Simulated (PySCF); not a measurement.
## Electronic structure of C₅H₁₀O₂Si in real space

```xyz
18

C     2.6915    0.6249    0.4942
C     1.5110    0.7299   -0.0928
C     0.5382   -0.3749   -0.2604
C    -0.3141   -0.3174   -1.5519
C    -1.7420   -0.4234   -0.9693
Si   -1.0675   -0.3033    0.8059
O    -1.3319    1.0446    1.6916
O    -1.3988   -1.5358    1.8029
H     3.0481   -0.3178    0.8752
H     3.3462    1.4702    0.6234
H     1.1842    1.6950   -0.4642
H     1.0590   -1.3283   -0.1720
H    -0.0791   -1.1251   -2.2420
H    -0.1662    0.6277   -2.0737
H    -2.4096    0.3626   -1.3163
H    -2.2134   -1.3714   -1.2135
H    -1.1441    1.9020    1.3195
H    -1.5203   -1.3532    2.7318
```

Geometry: GFN2-xTB.

All numbers below come from PySCF 2.14.0, PBE0/pcSseg-1, SCF density, gas phase, non-relativistic.

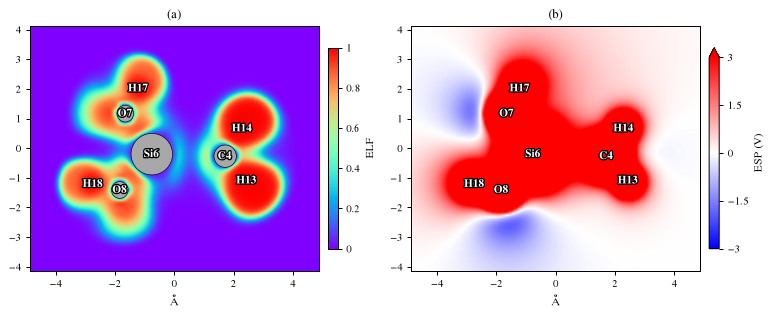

Figure 1. (a) electron localisation function; (b) molecular electrostatic potential on the plane of atoms H13, C4 and H14. Grey discs cover the atomic cores in the ELF map.

Question: What do the fields say about this system?

Answer:
- The section cuts through C, Si, O and H sites.
- Si–O (1.62 Å): the ELF peaks at about 0.85 between the atoms, as expected for a short, strongly polar bond.
- O–H (0.95 Å): the ELF climbs to about 1 towards the hydrogen, as it does in any bond to H (an ordinary covalent bond to hydrogen).
- C–H (1.09 Å): the ELF climbs to about 1 towards the hydrogen: an ordinary covalent bond to hydrogen.
- The ELF also peaks beside O8 and O7, away from the bonds: lone-pair regions.
- Outside the dense part of the molecule the potential is most negative (−1.9 V) near O8.

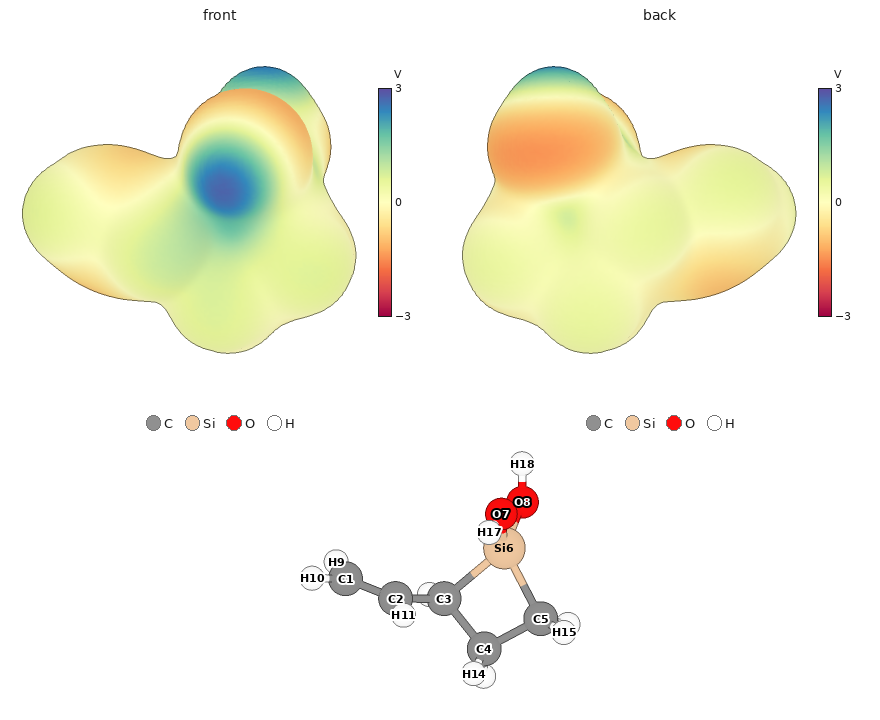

Figure 2. The electrostatic potential painted on the density surface at 0.002 e/bohr³, seen from the front and from behind; the colour scale runs from red (negative) to blue (positive). The bare structure is drawn below in the same view.

Question: Describe the electrostatic potential map.

Answer: The most negative region (about −1.4 V) lies over O8, the most positive (about +2.6 V) over H17. O8 is the likeliest acceptor of a hydrogen bond.
